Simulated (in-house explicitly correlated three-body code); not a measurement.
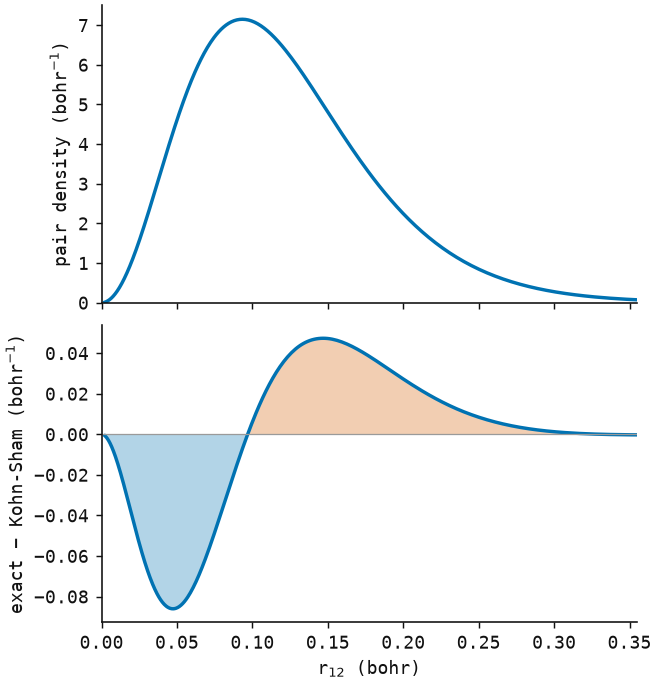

Two electrons around a point charge Z = 18.383. Computed variationally in 260 exponentially correlated functions with an in-house code, non-relativistic, converged to about 10⁻⁸ of the energy. The plot shows the distribution of the distance r₁₂ between the electrons in the ground state (one pair, times 4πr₁₂²) and its difference from that of the Kohn-Sham determinant with the same density, the Coulomb hole.

How large and how deep is the Coulomb hole?

The pair density peaks near r₁₂ = 0.093 bohr, and ⟨r₁₂⟩ = 0.1221 bohr. Correlation takes weight from short distances: the hole is deepest (−0.086 bohr⁻¹) near 0.047 bohr and first changes sign near 0.096 bohr, moving 0.47 % of the pair outwards. The mean cosine of the angle between the electrons is −0.00724, and the density-functional correlation energy is −46.11 millihartree.
